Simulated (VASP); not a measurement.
Band structure of Cl (relaxed from the fcc structure, space group Fm-3m). All values below come from PBEsol GGA, VASP's PBE PAW potentials (set 64) (plane waves; VASP 6.6.1).

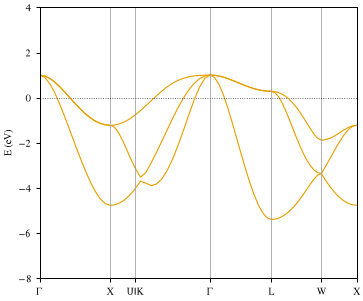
Figure. Bands along high-symmetry lines, zero at the valence-band maximum or, without a gap, the Fermi level

Task: Read the plot: is there a gap, and where are the band edges?

Result: It has no gap at this level: it comes out as a metal or semimetal. (Edges off the drawn lines would not show.)

The structure was generated: Cl was put into the fcc type (Fm-3m), which need not be its known phase. It was relaxed first, which changed the volume by -11 %.
